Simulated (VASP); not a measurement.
Band structure of Ag (fcc). All values below come from revPBE GGA, VASP's PBE PAW potentials (set 64) (plane waves; VASP 6.6.1).

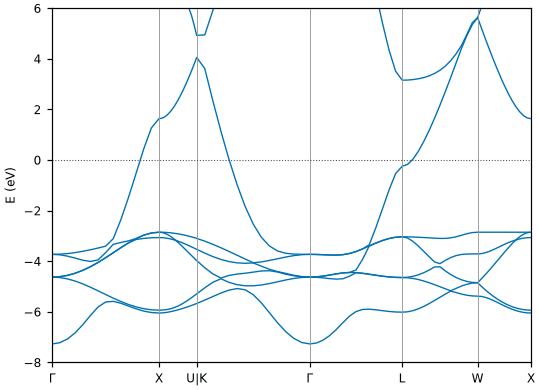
Fig. 1. Bands along high-symmetry lines, zero at the valence-band maximum or, without a gap, the Fermi level

Q: Read the plot: is there a gap, and where are the band edges?

A: It has no gap at this level: it comes out as a metal or semimetal. (Edges off the drawn lines would not show.)

The compound is Ag in the fcc structure. It was relaxed first, which changed the volume by +8 %.
